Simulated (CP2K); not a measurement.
# CH5Si (SMILES C[SiH2]): IPEA1-xTB

Aim: the energy change on altering one bond length of CH5Si at IPEA1-xTB, from 2 runs. 

Program for the calculation: CP2K 2026.2.

## Step 1: The structure to begin with

CH5Si: 7 atoms, total charge 0, spin state doublet. As SMILES, `C[SiH2]`. Geometry: relaxed at PBE0-D4/def2-TZVP.

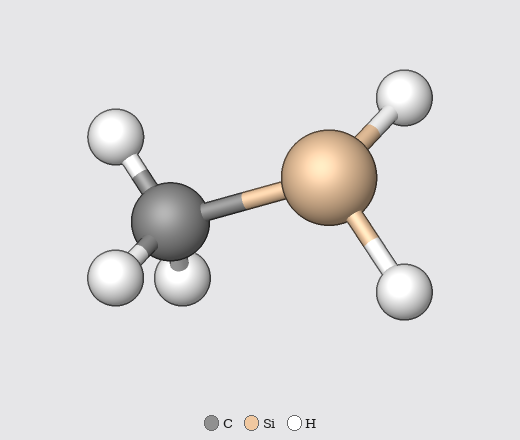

Viewed from a chosen angle; carbon grey, silicon light orange, hydrogen white.

## Step 2: Energy and gradient at IPEA1-xTB

The input, molecule.xyz:

```xyz
7

C     -0.122600    -0.803200     0.095200
Si     0.176200     1.034800     0.314000
H     -0.204800    -1.054900    -0.966600
H      0.699200    -1.383300     0.519500
H     -1.047100    -1.107700     0.589500
H     -0.951500     1.846400    -0.225700
H      1.450600     1.468000    -0.326000
```

The input, run.inp:

```
&GLOBAL
    PROJECT run
    RUN_TYPE ENERGY_FORCE
    PRINT_LEVEL MEDIUM
&END GLOBAL
&FORCE_EVAL
    METHOD QUICKSTEP
    &DFT
        MULTIPLICITY 2
        UKS T
        &QS
            METHOD XTB
            EPS_DEFAULT 1.0E-10
            &XTB
                GFN_TYPE TBLITE
                &TBLITE
                    METHOD IPEA1
                &END TBLITE
                CHECK_ATOMIC_CHARGES F
            &END XTB
        &END QS
        &POISSON
            PERIODIC NONE
            POISSON_SOLVER ANALYTIC
        &END POISSON
        &SCF
            SCF_GUESS ATOMIC
            EPS_SCF 1.0E-07
            MAX_SCF 150
            ADDED_MOS 8
            &DIAGONALIZATION
                ALGORITHM STANDARD
            &END DIAGONALIZATION
            &MIXING
                METHOD DIRECT_P_MIXING
                ALPHA 0.4
            &END MIXING
            &SMEAR ON
                METHOD FERMI_DIRAC
                ELECTRONIC_TEMPERATURE [K] 300
            &END SMEAR
        &END SCF
        &PRINT
            &MOMENTS
                PERIODIC F
                REFERENCE COM
                MAX_MOMENT 1
            &END MOMENTS
            &MO ON
                ENERGIES T
                OCCUPATION_NUMBERS T
                NDIGITS 6
                &EACH
                    QS_SCF 0
                &END EACH
                ADD_LAST NUMERIC
            &END MO
            &HIRSHFELD OFF
            &END HIRSHFELD
        &END PRINT
    &END DFT
    &SUBSYS
        &CELL
            ABC 14.5 15.2 13.6
            PERIODIC NONE
        &END CELL
        &TOPOLOGY
            COORD_FILE_NAME molecule.xyz
            COORD_FILE_FORMAT XYZ
            &CENTER_COORDINATES
            &END CENTER_COORDINATES
        &END TOPOLOGY
    &END SUBSYS
    &PRINT
        &FORCES ON
        &END FORCES
    &END PRINT
&END FORCE_EVAL
```

Command:

```
$ OMP_NUM_THREADS=1 cp2k.psmp -i run.inp > run.out 2>&1
```

Standard output:

```text
CP2K| version string:                                       CP2K version 2026.2
[...]
 GLOBAL| Method name                                                        CP2K
[...]
 GLOBAL| Run type                                                   ENERGY_FORCE
[...]
                             - Atoms:                                          7
[...]
                             - Spherical basis functions:                     24
[...]
 Number of electrons:                                                          7
[...]
  *** SCF run converged in    15 steps ***
[...]
  Fermi energy:                                                -0.32386544532896
[...]
 TB_DIPOLE| Moment [Debye]         -0.13745562      -0.92712049       0.20460747
 TB_DIPOLE| Derivative [a.u.]       0.00000000       0.00000000       0.00000000
[...]
 ENERGY| Total FORCE_EVAL ( QS ) energy [hartree]             -7.029262348314768
 FORCES| Atomic forces [hartree/bohr]
 FORCES|   Atom     x               y               z               |f|
 FORCES|      1  1.91678285E-03  1.18991942E-02 -3.58614675E-04   1.20579220E-02
 FORCES|      2  4.27432836E-03  2.94677888E-02 -7.98257136E-03   3.08276159E-02
 FORCES|      3 -1.35525225E-03 -7.36065593E-03 -4.61137455E-03   8.79094646E-03
 FORCES|      4  1.27544978E-03 -7.44011091E-03  4.50405711E-04   7.56206901E-03
 FORCES|      5 -3.50824292E-03 -6.70948687E-03  6.62687439E-04   7.60027217E-03
 FORCES|      6  1.97089392E-02 -1.32431753E-02  5.04671123E-03   2.42753634E-02
 FORCES|      7 -2.23120050E-02 -6.61355397E-03  6.79275621E-03   2.42426525E-02
 FORCES| Sum    -1.83880688E-16 -7.80625564E-18  7.63278329E-17
 FORCES| Total atomic force                                       1.99246037E-16
[...]
```

Wall time 0.28 s (1 thread of Arm Neoverse V1, shared host).

## Step 3: The distorted shape at the same level

The input, molecule.xyz:

```xyz
7

C     -0.204767    -0.745199     0.052777
Si     0.094033     1.092801     0.271577
H     -0.286967    -0.996899    -1.009023
H      0.699200    -1.383300     0.519500
H     -1.129267    -1.049699     0.547077
H     -1.033667     1.904401    -0.268123
H      1.368433     1.526001    -0.368423
```

The input, mol.inp:

```
&GLOBAL
  PROJECT_NAME mol
  RUN_TYPE ENERGY_FORCE
  PRINT_LEVEL MEDIUM
&END GLOBAL

&FORCE_EVAL
  METHOD QS
  &DFT
    CHARGE 0
    MULTIPLICITY 2
    LSD T
    ! Quickstep
    &QS
      METHOD XTB
      EPS_DEFAULT 1.0E-10
      &XTB
        GFN_TYPE TBLITE
        &TBLITE
          METHOD IPEA1
        &END TBLITE
        CHECK_ATOMIC_CHARGES F
      &END XTB
    &END QS
    ! isolated system
    &POISSON
      PERIODIC NONE
      POISSON_SOLVER ANALYTIC
    &END POISSON
    &SCF
      SCF_GUESS ATOMIC
      EPS_SCF 1.0E-07
      MAX_SCF 150
      ADDED_MOS 8
      &DIAGONALIZATION
        ALGORITHM STANDARD
      &END DIAGONALIZATION
      &MIXING
        METHOD DIRECT_P_MIXING
        ALPHA 0.4
      &END MIXING
      &SMEAR ON
        METHOD FERMI_DIRAC
        ELECTRONIC_TEMPERATURE [K] 300
      &END SMEAR
    &END SCF
    ! extra output
    &PRINT
      &MOMENTS
        PERIODIC F
        REFERENCE COM
        MAX_MOMENT 1
      &END MOMENTS
      &MO ON
        ENERGIES T
        OCCUPATION_NUMBERS T
        NDIGITS 6
        &EACH
          QS_SCF 0
        &END EACH
        ADD_LAST NUMERIC
      &END MO
      &HIRSHFELD OFF
      &END HIRSHFELD
    &END PRINT
  &END DFT
  &SUBSYS
    ! box in angstrom
    &CELL
      ABC [angstrom] 14.5 15.3 13.6
      PERIODIC NONE
    &END CELL
    &TOPOLOGY
      COORD_FILE_NAME molecule.xyz
      COORD_FILE_FORMAT XYZ
      &CENTER_COORDINATES
      &END CENTER_COORDINATES
    &END TOPOLOGY
  &END SUBSYS
  &PRINT
    &FORCES ON
    &END FORCES
  &END PRINT
&END FORCE_EVAL
```

Command:

```
$ OMP_NUM_THREADS=1 cp2k.psmp -i mol.inp -o mol.out
```

Standard output:

```text
CP2K| version string:                                       CP2K version 2026.2
[...]
 GLOBAL| Method name                                                        CP2K
[...]
 GLOBAL| Run type                                                   ENERGY_FORCE
[...]
                             - Atoms:                                          7
[...]
                             - Spherical basis functions:                     24
[...]
 Number of electrons:                                                          7
[...]
  *** SCF run converged in    15 steps ***
[...]
  Fermi energy:                                                -0.32344001794481
[...]
 TB_DIPOLE| Moment [Debye]         -0.14715299      -0.93011904       0.20246048
 TB_DIPOLE| Derivative [a.u.]       0.00000000       0.00000000       0.00000000
[...]
 ENERGY| Total FORCE_EVAL ( QS ) energy [hartree]             -7.022726578586933
 FORCES| Atomic forces [hartree/bohr]
 FORCES|   Atom     x               y               z               |f|
 FORCES|      1  4.59934722E-02 -1.85427601E-02  2.24202363E-02   5.44233445E-02
 FORCES|      2  5.62320325E-03  2.75092965E-02 -7.33379077E-03   2.90201016E-02
 FORCES|      3  7.85442058E-04 -8.83993720E-03 -2.78077839E-03   9.30022243E-03
 FORCES|      4 -4.89923049E-02  2.83293583E-02 -2.55293312E-02   6.20849840E-02
 FORCES|      5 -6.62764854E-04 -8.21799390E-03  1.42880244E-03   8.36756580E-03
 FORCES|      6  1.96081053E-02 -1.35164307E-02  4.94052500E-03   2.43224275E-02
 FORCES|      7 -2.23551530E-02 -6.72153292E-03  6.85433666E-03   2.43292786E-02
 FORCES| Sum    -4.51028104E-17 -1.10154941E-16 -9.28077060E-17
 FORCES| Total atomic force                                       1.50935896E-16
[...]
```

Wall time 0.3 s (1 thread of Arm Neoverse V1, shared host).

## Step 4: Results

At IPEA1-xTB:

| quantity | value |
| --- | --- |
| first shape: total energy | -7.02926 Eh |
| first shape: dipole moment (from atomic charges alone) | 0.96 D |
| first shape: HOMO energy (highest over α and β) | -9.09 eV |
| first shape: LUMO energy (lowest over α and β) | -8.54 eV |
| first shape: largest force on an atom | 1.585 eV/Å |
| distorted shape: total energy | -7.02273 Eh |
| distorted shape: dipole moment (from atomic charges alone) | 0.96 D |
| distorted shape: HOMO energy (highest over α and β) | -9.08 eV |
| distorted shape: LUMO energy (lowest over α and β) | -8.52 eV |
| distorted shape: largest force on an atom | 3.193 eV/Å |
| energy change with the C1–H4 bond stretched from 1.092 to 1.201 Å | 0.178 eV |

What this shows: With the C1–H4 bond stretched from 1.092 to 1.201 Å the energy rises by 0.18 eV (4.1 kcal/mol). The first shape isn't relaxed at this level, so the change isn't measured from a minimum. The largest force (first shape) is 1.59 eV/Å: the shape isn't a stationary point for this species at this level. The dipole (first shape) comes from point charges on the atoms alone, without atomic dipoles, so it is partial. The dipole (distorted shape) comes from point charges on the atoms alone, without atomic dipoles, so it is partial.
